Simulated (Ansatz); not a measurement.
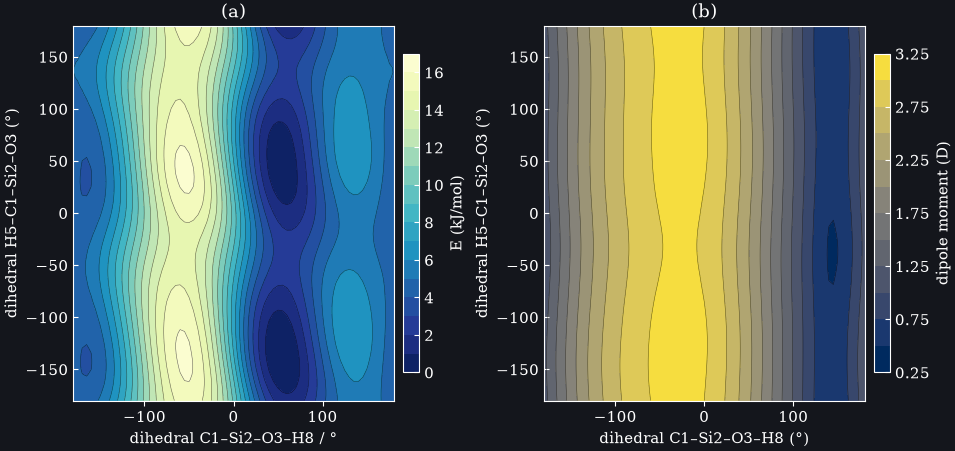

CH4ClOSi, SMILES [CH2][SiH](O)Cl, spin multiplicity 2. First axis: dihedral C1–Si2–O3–H8. Second axis: dihedral H5–C1–Si2–O3. Nothing is relaxed (all other coordinates rigid). The grid has 18 × 18 points. Points are written as (first, second). All energies are given in kJ/mol relative to the relaxed molecule at the same level. Computed with UKS PBE0-D4/def2-SVP in Ansatz.

Panel (a) is the energy and panel (b) the computed dipole moment on the same grid.

In the figure: filled contours. Between grid points the surface is interpolated.

> How does the dipole moment vary over the map, and what is it at the lowest grid point?

Leaving out the highest fifth of the energies, it runs from 0.48 D at (140°, −40°) to 3.11 D at (−20°, −120°). At the lowest grid point, (60°, −140°), it is 2.11 D.
